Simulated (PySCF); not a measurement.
# C6H13AlClN: NMR shielding calculation

- system: C6H13AlClN
- method: GIAO PBE0/pcSseg-1 NMR shielding, non-relativistic, gas phase (PySCF 2.14.0)

The geometry comes from this level: GFN2-xTB. It belongs to a series of runs on one base structure; here: H on C replaced by C2H5. Figures and captions count atoms from 1; the log counts them from 0 in places.

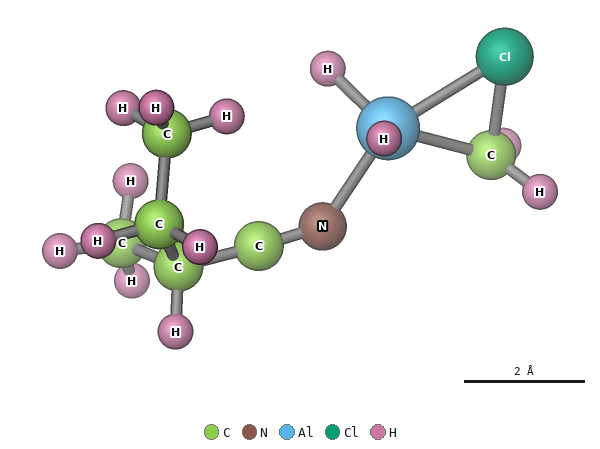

The input geometry (ball-and-stick view, seen at a tilt). Sticks mark near contacts.

Summary

```tsv
quantity	value
outcome	converged
total energy	−993.129349 hartree
HOMO	−6.83 eV
LUMO	−0.72 eV
dipole moment	7.24 D
isotropic shielding, C	49.4 to 174.9 ppm
isotropic shielding, N	10.5 ppm
isotropic shielding, Al	512.6 ppm
isotropic shielding, Cl	995.9 ppm
isotropic shielding, H	27.6 to 30.8 ppm
hardware	1 CPU thread, shared host
wall time	62 s
peak memory	1.1 GiB
```

Input
```
{"job": {"kind": "nmr", "xc": "PBE0", "basis": "pcSseg-1"}, "charge": 0, "multiplicity": 1}
C     -1.679321     1.349498    -0.070169
C     -2.133013     0.072682     0.625853
C     -1.460236    -1.199404     0.062867
C     -1.782848    -1.452446    -1.415500
C     -0.046113    -1.049646     0.223285
N      1.081545    -0.873907     0.341114
Al     2.243378     0.762259     0.370126
C      4.076321    -0.067820     0.592823
Cl     4.306777     1.749360     0.538397
H     -0.596234     1.459266    -0.007813
H     -1.971017     1.355598    -1.117086
H     -2.135473     2.210547     0.411574
H     -3.214162    -0.045607     0.524709
H     -1.899618     0.142498     1.690282
H     -1.786926    -2.061381     0.657835
H     -1.323107    -0.695497    -2.044443
H     -2.860003    -1.427421    -1.559557
H     -1.410564    -2.426086    -1.724403
H      1.535254     1.391773     1.619063
H      1.807434     1.263972    -1.050658
H      4.710795    -0.457630    -0.207245
H      4.526719    -0.382005     1.538098
```

The first line tells a small driver script what to run in PySCF; the rest is the geometry in Å.

Command:
```bash
OMP_NUM_THREADS=1 python <driver script> task.json out
```

What the program printed
```
coarse grid: 18888 points
cycle   1  E = -993.0043060690  dE =  8.478e-01  |g| = 5.204e-01  |ddm| = 4.062e+00
cycle   2  E = -992.8808024843  dE =  1.235e-01  |g| = 9.476e-01  |ddm| = 1.052e+00
cycle   3  E = -993.0686182943  dE = -1.878e-01  |g| = 1.913e-01  |ddm| = 6.394e-01
cycle   4  E = -993.0763606837  dE = -7.742e-03  |g| = 4.997e-02  |ddm| = 1.554e-01
cycle   5  E = -993.0769277605  dE = -5.671e-04  |g| = 8.910e-03  |ddm| = 4.353e-02
cycle   6  E = -993.0769450013  dE = -1.724e-05  |g| = 3.130e-03  |ddm| = 1.173e-02
cycle   7  E = -993.0769471940  dE = -2.193e-06  |g| = 8.651e-04  |ddm| = 3.253e-03
final grid: 171712 points
cycle   8  E = -993.1293302552  dE = -5.699e-05  |g| = 8.725e-03  |ddm| = 3.807e-02
cycle   9  E = -993.1293265678  dE =  3.687e-06  |g| = 9.380e-03  |ddm| = 1.469e-02
cycle  10  E = -993.1293485795  dE = -2.201e-05  |g| = 9.864e-04  |ddm| = 7.793e-03
cycle  11  E = -993.1293487416  dE = -1.621e-07  |g| = 4.952e-04  |ddm| = 1.075e-03
cycle  12  E = -993.1293487874  dE = -4.580e-08  |g| = 1.696e-04  |ddm| = 3.495e-04
cycle  13  E = -993.1293487933  dE = -5.888e-09  |g| = 4.862e-05  |ddm| = 1.482e-04
cycle  14  E = -993.1293487938  dE = -5.566e-10  |g| = 1.094e-05  |ddm| = 4.729e-05
```

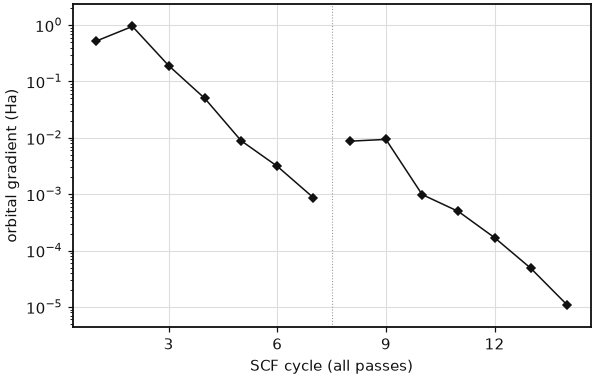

Convergence of the self-consistent field: orbital gradient against the SCF cycle. The dotted line marks the change from a coarse to the final integration grid. The first 7 cycles use a coarse grid, the final grid takes over at cycle 8, and the field converges after 14 cycles in all.

```
converged SCF energy = -993.1293487938

GIAO shielding tensors (ppm)
atom      isotropic    diamagn.    paramagn.     s11        s22        s33       span
  0 C      174.880     250.475     -75.595    164.852    175.900    183.887     19.035
  1 C      155.794     249.356     -93.561    145.510    151.178    170.695     25.184
  2 C      161.480     251.766     -90.285    149.783    164.474    170.184     20.401
  3 C      169.874     247.445     -77.571    151.248    169.878    188.494     37.245
  4 C       49.386     271.082    -221.697    -66.652    -58.610    273.418    340.070
  5 N       10.479     337.027    -326.548   -138.740   -132.828    303.004    441.744
  6 Al     512.580     792.086    -279.505    403.473    499.936    634.331    230.858
  7 C      155.486     256.160    -100.674    117.733    144.122    204.603     86.870
  8 Cl     995.853    1145.137    -149.284    896.076   1043.882   1047.599    151.523
  9 H       29.895      32.763      -2.868     24.392     27.969     37.325     12.932
 10 H       30.517      31.437      -0.920     26.205     29.558     35.787      9.582
 11 H       30.410      29.238       1.172     25.972     27.379     37.878     11.906
 12 H       30.105      30.437      -0.332     25.340     28.188     36.787     11.447
 13 H       29.505      31.676      -2.171     25.583     27.644     35.289      9.705
 14 H       28.955      30.597      -1.642     25.547     25.873     35.445      9.897
 15 H       29.869      30.697      -0.829     25.866     29.640     34.100      8.234
 16 H       30.775      29.126       1.649     25.981     28.256     38.087     12.106
 17 H       30.224      28.937       1.288     25.696     27.743     37.235     11.539
 18 H       27.650      29.080      -1.430     22.857     28.814     31.280      8.423
 19 H       27.597      29.106      -1.510     22.927     28.693     31.170      8.243
 20 H       29.039      31.133      -2.095     24.166     27.099     35.851     11.685
 21 H       29.052      30.976      -1.924     24.107     27.149     35.900     11.794
```

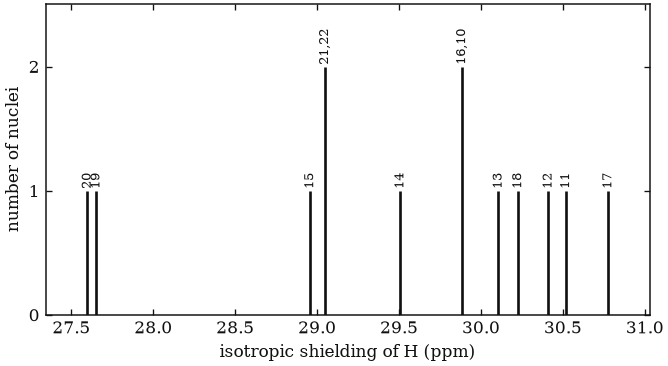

Isotropic shieldings of the hydrogen nuclei in this fixed geometry, labelled by atom number; shielding grows to the right, so chemical shift grows to the left. The least shielded is H20 (27.6 ppm), the most shielded H17 (30.8 ppm).
